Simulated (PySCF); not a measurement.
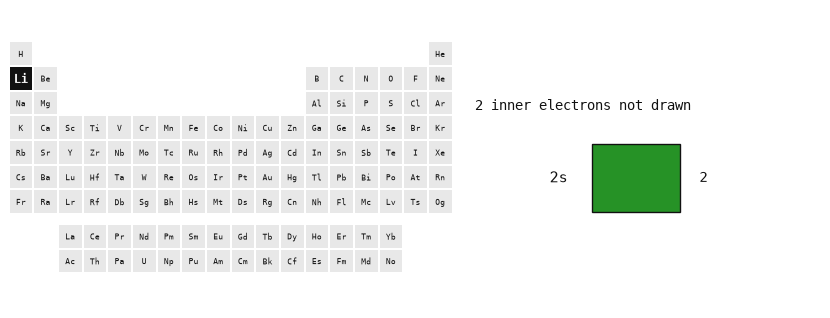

Fig. 1: Left, the place of lithium in the periodic table; right, the outer shells of the nominal configuration: a box for each of the 2l + 1 orbitals, shaded by the share of the shell that is filled, with the electron count at the right.

Run report: Li⁻, atomic calculation

Li⁻, configuration 1s2 2s2, multiplicity 1. Computed at this level: unrestricted M06, dyall-av3z, non-relativistic, point nucleus (PySCF).

### Key numbers

```tsv
quantity	value
outcome	converged; a filled orbital lies above zero
total energy	−7.506607 hartree
kinetic energy	7.462719 hartree
SCF iterations	11
hardware	1 CPU thread, shared host
CPU time	0.66 s (integrals apart)
```

### Remarks

The highest filled orbital (2s, 0.598 eV) lies above zero. That is common for anions, where the functional's self-interaction leaves the outer electrons unbound; only the finite basis holds them, so such levels depend on it.

### The input
```python
from pyscf import gto, scf, dft, mp, cc
import basis_set_exchange as bse
mol = gto.M(atom="Li 0 0 0", charge=-1, spin=0, symmetry="D2h",
            basis=gto.basis.parse(bse.get_basis("dyall-av3z", elements=["Li"], fmt="nwchem")))
mf = dft.UKS(mol, xc="M06")
mf.irrep_nelec = {'Ag': (2, 2)}
mf.kernel()
```

The script is an equivalent of what the driver set up; the driver started from orbitals of its own, so the log can be shorter than this script's would be, and it computed the properties (radii, ⟨L²⟩, response) afterwards. It held the occupations shell by shell, which the script's counts by irreducible representation don't always enforce.

### The program's output (extracts)
```
damping factor = 0
level_shift factor = 0
DIIS = <class 'pyscf.scf.diis.CDIIS'>
diis_start_cycle = 1
diis_space = 10
diis_damp = 0
SCF conv_tol = 1e-09
SCF conv_tol_grad = None
number electrons alpha = 2  beta = 2
XC functionals = M06
    Y. Zhao and D. G. Truhlar.,  Theor. Chem. Acc. 120, 215 (2008)
    Y. Zhao and D. G. Truhlar.,  Theor. Chem. Acc. 120, 215 (2008)
cycle= 1 E= -7.50606560866367  delta_E= -0.00242  |g|= 0.179  |ddm|= 1.05
cycle= 2 E= -7.50541789933751  delta_E= 0.000648  |g|= 0.0511  |ddm|= 1.22
cycle= 3 E= -7.50406244503979  delta_E= 0.00136  |g|= 0.0268  |ddm|= 2.32
cycle= 4 E= -7.50658636545151  delta_E= -0.00252  |g|= 0.00537  |ddm|= 1.82
cycle= 5 E= -7.50659892642745  delta_E= -1.26e-05  |g|= 0.00249  |ddm|= 0.0443
cycle= 6 E= -7.50659902869583  delta_E= -1.02e-07  |g|= 0.0013  |ddm|= 0.0567
cycle= 7 E= -7.50660496483691  delta_E= -5.94e-06  |g|= 0.000598  |ddm|= 0.0766
cycle= 8 E= -7.50660629766547  delta_E= -1.33e-06  |g|= 0.000243  |ddm|= 0.0406
cycle= 9 E= -7.50660651904973  delta_E= -2.21e-07  |g|= 7.15e-05  |ddm|= 0.0142
cycle= 10 E= -7.50660653534883  delta_E= -1.63e-08  |g|= 8.61e-06  |ddm|= 0.00298
cycle= 11 E= -7.50660653548189  delta_E= -1.33e-10  |g|= 2.2e-06  |ddm|= 0.000137
converged SCF energy = -7.50660653548189  <S^2> = -8.8817842e-16  2S+1 = 1
```

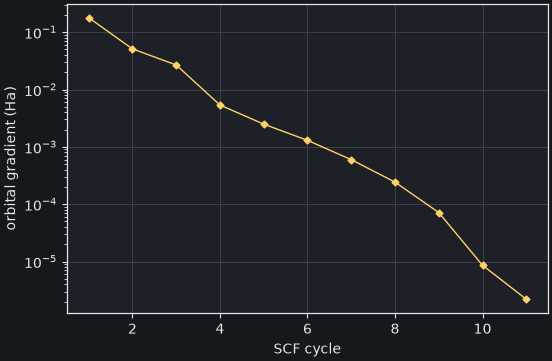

Fig. 2: Convergence: orbital gradient against the SCF cycle. The residual falls at every step. It goes from 0.18 to 2.2×10⁻⁶ in 11 steps.

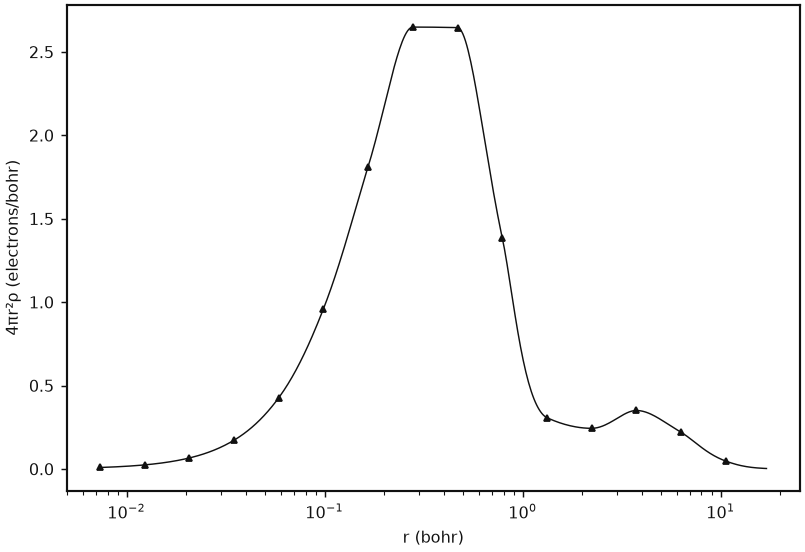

Fig. 3: Spherically averaged radial density 4πr²ρ of the mean field; markers are the stored points, which are sparse, and the line is a monotone interpolation between them. The largest stored value is 2.65 electrons/bohr at r = 0.28 bohr. Root-mean-square radii of the shells: 1s 0.670, 2s 6.12 bohr. That of 2s is set by the basis, since the level lies above zero.
